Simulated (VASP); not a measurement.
# A VASP study of Ge2SeO (PBE + D3): structure first, properties next, part 2 of 5

What structure does Ge2SeO take at this level, and what are its properties? The cell is invented: it takes the structure of a Materials Project entry for GeSe (space group 225 there), with some of its atoms replaced by other elements, volume scaled by an estimate. It may not be a known or stable phase.

VASP 6.6.1, plane waves and PAW; the level of theory is named at each step.

So far. Step 2 (First try): The fault in the input: smearing far too wide (ISMEAR = -1 and SIGMA = 5.0). Lower SIGMA until the entropy term is about 1 meV an atom.

## Step 3: Rough relaxation of the start cell

Level of this step: PBE with D3; plane waves and PAW (Se, Ge_d, O); invented cell (VASP).

The start is only an estimate, so a cheap relaxation brings it near a minimum before any careful run.

INCAR reads:

```
SYSTEM = Ge2SeO
PREC = Normal
ENCUT = 520
EDIFF = 1E-05
NELM = 60
ISMEAR = 0
SIGMA = 0.05
LREAL = .FALSE.
ALGO = Fast
GGA = PE
IVDW = 11
NBANDS = 26
LORBIT = 11
LWAVE = .FALSE.
LCHARG = .FALSE.
KPAR = 2
IBRION = 2
NSW = 40
ISIF = 3
EDIFFG = -0.04
```

POSCAR reads:

```
Ge2SeO
1.0
    1.8333380000      1.0584780000      5.9876580000
   -1.8333380000      1.0584780000      5.9876580000
    0.0000000000     -2.1169570000      5.9876580000
Se Ge O
1 2 1
Direct
    0.0000000000      0.0000000000      0.0000000000
    0.7500000000      0.7500000000      0.7500000000
    0.2500000000      0.2500000000      0.2500000000
    0.5000000000      0.5000000000      0.5000000000
```

KPOINTS reads:

```
Automatic mesh
0
Gamma
5 5 5
0 0 0
```

The projector-augmented-wave data sets are Se, Ge_d and O (PBE family, release 64).

Started as:

```bash
mpirun -np 2 vasp_std
```

Log:

```text
[... set-up lines as in an earlier step ...]
 entering main loop
       N       E                     dE             d eps       ncg     rms          rms(c)
DAV:   1     0.337421842622E+03    0.33742E+03   -0.20311E+04  1162   0.368E+03
DAV:   2     0.374376537314E+02   -0.29998E+03   -0.29180E+03  1012   0.711E+02
DAV:   3    -0.175105595533E+02   -0.54948E+02   -0.54006E+02  1124   0.183E+02
DAV:   4    -0.203007304911E+02   -0.27902E+01   -0.27764E+01  1220   0.439E+01
DAV:   5    -0.203512714736E+02   -0.50541E-01   -0.50475E-01  1176   0.671E+00    0.974E+00
RMM:   6    -0.192016154674E+02    0.11497E+01   -0.67703E+00  1135   0.106E+01    0.106E+01
RMM:   7    -0.181640743007E+02    0.10375E+01   -0.10433E+00  1108   0.478E+00    0.268E+00
RMM:   8    -0.180955428570E+02    0.68531E-01   -0.18505E-01  1157   0.225E+00    0.148E+00
RMM:   9    -0.180817203242E+02    0.13823E-01   -0.61082E-02  1134   0.166E+00    0.231E-01
RMM:  10    -0.180815919116E+02    0.12841E-03   -0.74735E-03  1183   0.636E-01    0.858E-02
RMM:  11    -0.180817290847E+02   -0.13717E-03   -0.19283E-03  1340   0.248E-01    0.334E-02
RMM:  12    -0.180817683638E+02   -0.39279E-04   -0.22939E-04   992   0.932E-02    0.179E-02
RMM:  13    -0.180817670566E+02    0.13072E-05   -0.67250E-05   886   0.494E-02
   1 F= -.18799147E+02 E0= -.18799146E+02  d E =-.187991E+02
 curvature:   0.00 expect dE= 0.000E+00 dE for cont linesearch  0.000E+00
 trial: gam= 0.00000 g(F)=  0.865E+00 g(S)=  0.162E+00 ort = 0.000E+00 (trialstep = 0.100E+01)
 search vector abs. value=  0.103E+01
 bond charge predicted
       N       E                     dE             d eps       ncg     rms          rms(c)
DAV:   1    -0.184297787151E+02   -0.34801E+00   -0.32353E+02  1236   0.261E+02    0.943E+00
RMM:   2    -0.188370461886E+02   -0.40727E+00   -0.22865E+01  1140   0.476E+01    0.443E+00
RMM:   3    -0.188415204220E+02   -0.44742E-02   -0.38572E+00  1230   0.188E+01    0.332E+00
RMM:   4    -0.186899096135E+02    0.15161E+00   -0.97614E-01  1242   0.801E+00    0.961E-01
RMM:   5    -0.186740607145E+02    0.15849E-01   -0.16424E-01  1279   0.334E+00    0.368E-01
RMM:   6    -0.186748422882E+02   -0.78157E-03   -0.18351E-02  1341   0.112E+00    0.181E-01
RMM:   7    -0.186750384240E+02   -0.19614E-03   -0.31124E-03  1228   0.445E-01    0.682E-02
RMM:   8    -0.186750348559E+02    0.35681E-05   -0.96496E-04  1187   0.259E-01    0.374E-02
RMM:   9    -0.186750484410E+02   -0.13585E-04   -0.25995E-04  1162   0.120E-01    0.261E-02
RMM:  10    -0.186750462151E+02    0.22259E-05   -0.61419E-05   890   0.720E-02
   2 F= -.19403702E+02 E0= -.19403678E+02  d E =-.604556E+00
[...]
3 F= -.19427514E+02 E0= -.19427421E+02  d E =-.628367E+00
[...]
4 F= -.19601481E+02 E0= -.19601057E+02  d E =-.173968E+00
[...]
5 F= -.19601496E+02 E0= -.19601072E+02  d E =-.173983E+00
[...]
6 F= -.19604012E+02 E0= -.19603588E+02  d E =-.251629E-02
[...]
7 F= -.19604457E+02 E0= -.19604033E+02  d E =-.296071E-02
[...]
8 F= -.19604566E+02 E0= -.19604142E+02  d E =-.307009E-02
 curvature:  -0.74 expect dE=-0.610E-03 dE for cont linesearch -0.736E-04
 ZBRENT: bracketing found
 ZBRENT: interpolating
 opt :   1.8416  next Energy=   -19.604689 (dE=-0.319E-02)
 bond charge predicted
       N       E                     dE             d eps       ncg     rms          rms(c)
DAV:   1    -0.189099885700E+02   -0.86737E-03   -0.95477E-02  1202   0.243E+00    0.214E-01
RMM:   2    -0.189094127609E+02    0.57581E-03   -0.18544E-03  1157   0.447E-01    0.121E-01
RMM:   3    -0.189091649243E+02    0.24784E-03   -0.52176E-04  1175   0.228E-01    0.583E-02
RMM:   4    -0.189091139827E+02    0.50942E-04   -0.23438E-04  1142   0.135E-01    0.113E-02
RMM:   5    -0.189091146290E+02   -0.64628E-06   -0.37942E-05   827   0.706E-02
   9 F= -.19604642E+02 E0= -.19604218E+02  d E =-.314543E-02
 curvature:  -1.23 expect dE=-0.494E-03 dE for cont linesearch -0.206E-04
 trial: gam=-0.04796 g(F)=  0.100E-03 g(S)=  0.302E-03 ort = 0.263E-03 (trialstep = 0.120E+01)
 search vector abs. value=  0.386E-03
 reached required accuracy - stopping structural energy minimisation
```

Wall time 3.7 min (2 MPI ranks of AMD EPYC 7R43, shared host); peak memory 0.42 GiB; 7.3 min of CPU time.

From OUTCAR (step 3):

```text
ion  position               nearest neighbor table
   1  0.000  0.000  0.000-   2 2.59   2 2.59   3 2.59   3 2.59   2 2.59   3 2.59
   2  0.750  0.750  0.750-   1 2.59   1 2.59   1 2.59
   3  0.250  0.250  0.250-   1 2.59   1 2.59   1 2.59
   4  0.500  0.500  0.500-

  LATTYP: Found a trigonal (rhomboedric) cell.
 ALAT       =     6.3508701942
 COS(alpha) =     0.8333333613

 Subroutine GETGRP returns: Found 12 space group operations
 (whereof 12 operations were pure point group operations)

The static configuration has the point symmetry D_3d.

 Found     19 irreducible k-points:

   k-points           NKPTS =     19   k-points in BZ     NKDIM =     19   number of bands    NBANDS=     26

   dimension x,y,z NGX =    36 NGY =   36 NGZ =   36
   dimension x,y,z NGXF=    72 NGYF=   72 NGZF=   72

   ENCUT  =  520.0 eV  38.22 Ry    6.18 a.u.  11.81 11.81 11.81*2*pi/ulx,y,z

   NELECT =      40.0000    total number of electrons

 k-points in reciprocal lattice and weights: Automatic mesh
   0.00000000  0.00000000  0.00000000       0.008
   0.20000000  0.00000000  0.00000000       0.048
   0.40000000  0.00000000  0.00000000       0.048
   0.20000000  0.20000000  0.00000000       0.048
   0.40000000  0.20000000  0.00000000       0.096
  -0.40000000  0.20000000  0.00000000       0.096
  -0.20000000  0.20000000  0.00000000       0.048
   0.40000000  0.40000000  0.00000000       0.048
  -0.40000000  0.40000000  0.00000000       0.048
[...]
0.40000000  0.40000000  0.40000000       0.016
  -0.40000000  0.40000000  0.40000000       0.048

 Edisp (eV)   -0.69544

 average (electrostatic) potential at core
       1 -53.1872       2 -74.3381       3 -74.3381       4 -70.2377

 E-fermi :   5.5667

 k-point     1 :       0.0000    0.0000    0.0000
  band No.  band energies     occupation
    ...
     15       2.0211      2.00000
     16       2.0211      2.00000
     17       2.9388      2.00000
     18       4.0957      2.00000
     19       4.0957      2.00000
     20       5.8033      0.00000
     21       6.0334      0.00000
     22       7.2259      0.00000
     23       7.2259      0.00000
     24      10.8150      0.00000
    ...

 k-point     2 :       0.2000    0.0000    0.0000
  band No.  band energies     occupation
    ...
     16       1.7188      2.00000
     17       2.6228      2.00000
     18       3.4905      2.00000
     19       3.5008      2.00000
     20       4.2140      2.00000
     21       7.2174      0.00000
     22       7.9222      0.00000
     23       8.4914      0.00000
     24       9.9607      0.00000
     25      10.1170      0.00000
    ...

 k-point     3 :       0.4000    0.0000    0.0000
  band No.  band energies     occupation
    ...
     16       1.3026      2.00000
     17       1.7586      2.00000
     18       2.8219      2.00000
     19       2.9041      2.00000
     20       3.3642      2.00000
     21       7.0772      0.00000
     22       8.3674      0.00000
     23       8.4375      0.00000
     24       9.0383      0.00000
     25      10.4503      0.00000
    ...

 Edisp (eV)   -0.69553

  Total       0.08420     0.08420    -0.10414     0.00000     0.00000     0.00000
  in kB       1.90939     1.90939    -2.36163     0.00000     0.00000     0.00000
  external pressure =        0.49 kB  Pullay stress =        0.00 kB

  energy-cutoff  :      520.00
  volume of cell :       70.65
      direct lattice vectors                 reciprocal lattice vectors
     1.855770564  1.071429452  5.922372319     0.269429858  0.155555379  0.056283760
    -1.855770564  1.071429452  5.922372319    -0.269429858  0.155555379  0.056283760
     0.000000000 -2.142859902  5.922372316     0.000000000 -0.311110759  0.056283734

 POSITION                                       TOTAL-FORCE (eV/Angst)
 -----------------------------------------------------------------------------------
      0.00000     -0.00000      0.00000         0.000000     -0.000000      0.000000
      0.00000     -0.00000     13.59961        -0.000000      0.000000     -0.032249
      0.00000     -0.00000      4.16751         0.000000     -0.000000      0.032249
      0.00000     -0.00000      8.88356        -0.000000     -0.000000      0.000000
 -----------------------------------------------------------------------------------
    total drift:                               -0.000000      0.000000      0.000000

  FREE ENERGIE OF THE ION-ELECTRON SYSTEM (eV)
  ---------------------------------------------------
  free  energy   TOTEN  =       -19.6046416165 eV

  energy  without entropy=      -19.6037935943  energy(sigma->0) =      -19.60421761

 reached required accuracy - stopping structural energy minimisation

 total charge
# of ion       s       p       d       tot
------------------------------------------
    1        1.471   2.321   0.039   3.831
    2        1.366   0.639  10.031  12.036
    3        1.366   0.639  10.031  12.036
    4        1.602   3.241   0.000   4.843
--------------------------------------------------
tot          5.806   6.839  20.101  32.746

[... 3 further parts left out ...]
```

CONTCAR:

```
Ge2SeO
   1.00000000000000
     1.8557705637343649    1.0714294515423264    5.9223723185688728
    -1.8557705637343649    1.0714294515423264    5.9223723185688728
     0.0000000000000000   -2.1428599015730070    5.9223723160730968
  Se              Ge              O
     1     2     1
Direct
     0.0000000000000000    0.0000000000000000    0.0000000000000000
     0.7654368439065682    0.7654368439065682    0.7654368438443541
     0.2345631560934318    0.2345631560934318    0.2345631561556460
     0.5000000000000000    0.5000000000000000    0.5000000000000000
```

The k-mesh is coarse for a metal. This relaxation is a rough one on cheap settings, only to bring the start near its minimum. The run keeps the 12 symmetry operations of its start, so it cannot find a distortion of lower symmetry.

Relaxation path:

| step | energy less that of the first step (eV) | largest force (eV/Å) | pressure (GPa) | volume (Å³) |
| --- | --- | --- | --- | --- |
| 1 | 0.0000 | 2.9937 | 4.78 | 69.72 |
| 2 | -0.6046 | 1.1782 | -4.49 | 75.09 |
| 3 | -0.6284 | 0.8620 | -5.97 | 76.28 |
| 4 | -0.8023 | 0.0613 | 0.42 | 70.19 |
| 5 | -0.8023 | 0.0782 | 0.40 | 70.26 |
| 6 | -0.8049 | 0.0053 | 0.21 | 70.48 |
| 7 | -0.8053 | 0.0359 | 0.18 | 70.57 |
| 8 | -0.8054 | 0.0818 | 0.03 | 70.73 |
| 9 | -0.8055 | 0.0322 | 0.05 | 70.65 |

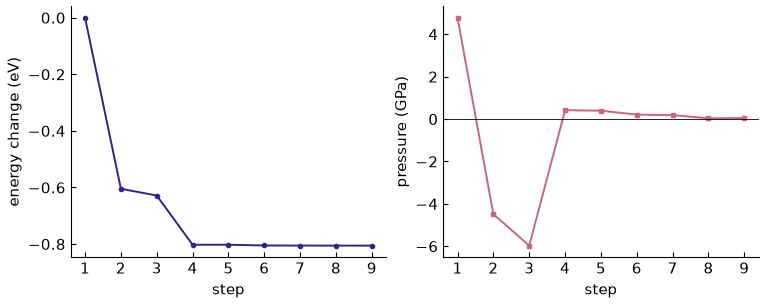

Energy and pressure along the relaxation.

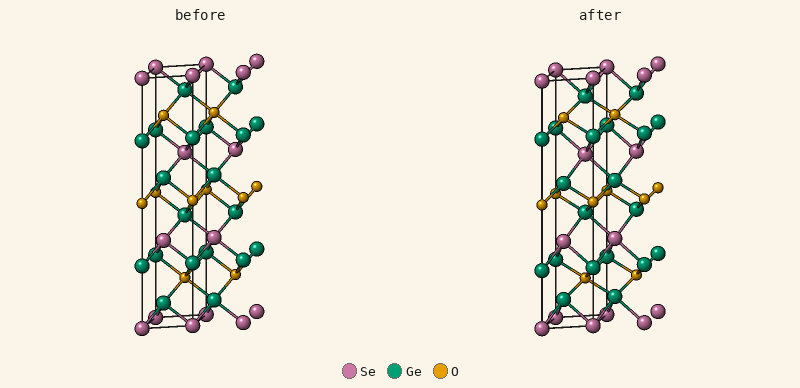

The structure before and after the relaxation, drawn at the same scale. Bonds to atoms that aren't drawn are left out.

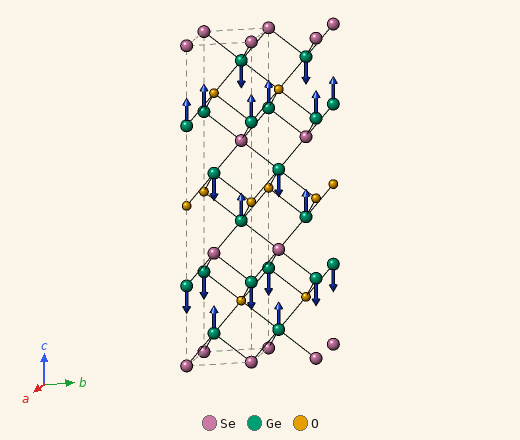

Displacements in the relaxation, exaggerated, measured against the changing cell; the longest in the cell stands for 0.27 Å. Bonds to atoms that aren't drawn are left out. 1×2×1 conventional cells are drawn. Some periodic images of atoms are drawn too.

| conventional cell, symmetrised | before | after | change |
| --- | --- | --- | --- |
| a (Å) | 3.667 | 3.712 | +1.2 % |
| b (Å) | 3.667 | 3.712 | +1.2 % |
| c (Å) | 17.963 | 17.767 | -1.1 % |
| volume (Å³/atom) | 17.43 | 17.66 | +1.3 % |

The atoms that moved most (Å, as changes of fractional coordinates times the final cell):

| atom | dx | dy | dz | length |
| --- | --- | --- | --- | --- |
| Ge2 | 0.000 | 0.000 | 0.274 | 0.274 |
| Ge3 | 0.000 | 0.000 | -0.274 | 0.274 |

Final coordinates:

```cif
data_structure
_symmetry_space_group_name_H-M 'P 1'
_symmetry_Int_Tables_number 1
_cell_length_a 6.2981
_cell_length_b 6.2981
_cell_length_c 6.2981
_cell_angle_alpha 34.274
_cell_angle_beta 34.274
_cell_angle_gamma 34.274
_cell_volume 70.65
loop_
_atom_site_label
_atom_site_type_symbol
_atom_site_fract_x
_atom_site_fract_y
_atom_site_fract_z
_atom_site_occupancy
Se1 Se 0.00000 0.00000 0.00000 1
Ge2 Ge 0.76544 0.76544 0.76544 1
Ge3 Ge 0.23456 0.23456 0.23456 1
O4 O 0.50000 0.50000 0.50000 1
```

This step gave:

- electrons: 40
- bands: 26
- irreducible k-points: 19
- symmetry operations: 12
- free energy (TOTEN): -19.60 eV
- energy at zero smearing: -19.60 eV
- Fermi energy: 5.567 eV
- pressure: 0.04857 GPa
- metallic: yes
- SCF cycles over all ionic steps: 68

It ends with a largest force of 0.032 eV/Å and a pressure of 0.05 GPa.

(Continued in part 3 of 5.)

[Lines on the potential files, build, host, timing and source positions are cut from VASP's logs without a mark.]

[Logs are printed without paths, hosts, clocks, repeated set-up lines and the standing remarks that a program may print on its own settings, such as how far it seeks lower states.]

[Hosts, paths, dates, database ids (printed as entryN), source tags and the programs' standing remarks are cut or masked in the printed files.]

[A measured line is paired with the nearest computed mode of its activity, which favours agreement.]

[In band tables of VASP the shares of atoms and orbitals are scaled to a sum of 1 inside the atoms' spheres.]
